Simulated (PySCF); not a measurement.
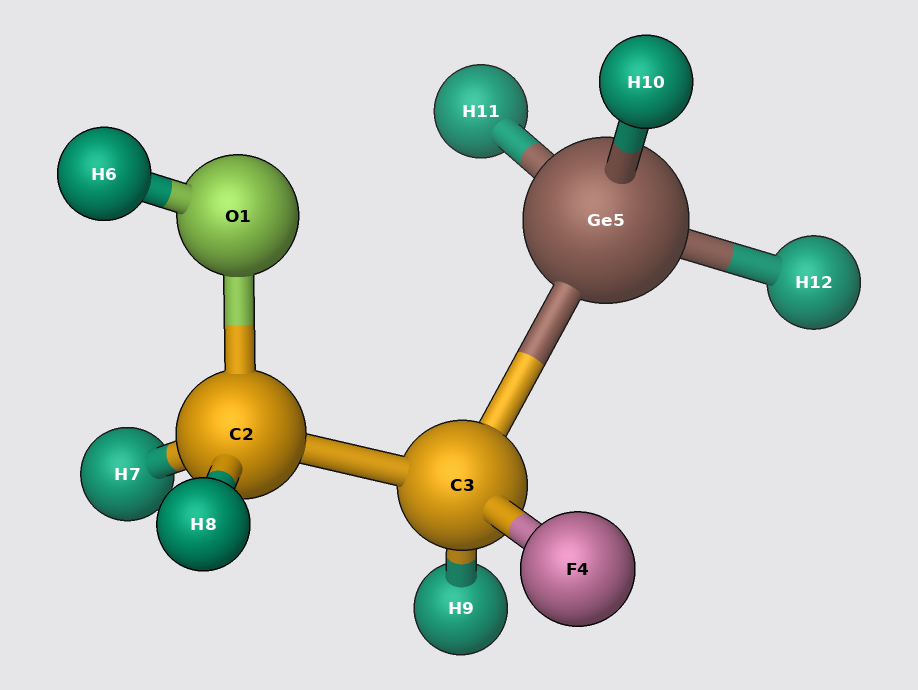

The computed structure is the end point of a GFN2-xTB optimisation. No frequency run is at hand to confirm it as a minimum. Properties computed with B3LYP/pcJ-1 (pcSseg-1 on Ge) indirect spin-spin coupling, non-relativistic, gas phase (PySCF 2.14.0). Isotopes: 13C, 19F, 1H, 17O.

Give the spin–spin coupling constants of these pairs, with the number of bonds between them: C3/F4, C2/F4, F4/H9, F4/H8, F4/H7, F4/H10, F4/H12, F4/H11.

```
   pair  bonds apart  J (Hz)
 C3, F4            1  −235.6
 C2, F4            2    22.7
 F4, H9            2    58.2
 F4, H8            3    39.0
 F4, H7            3    35.5
F4, H10            3     6.3
F4, H12            3    −0.6
F4, H11            3    35.2
```

Density functionals are unreliable for couplings to fluorine, so those rows may be far off.

The geometry is semi-empirical. Around Ge such bond lengths and angles can be off by a tenth of an ångström or more and by several degrees, and values that hang on the shape move with them.
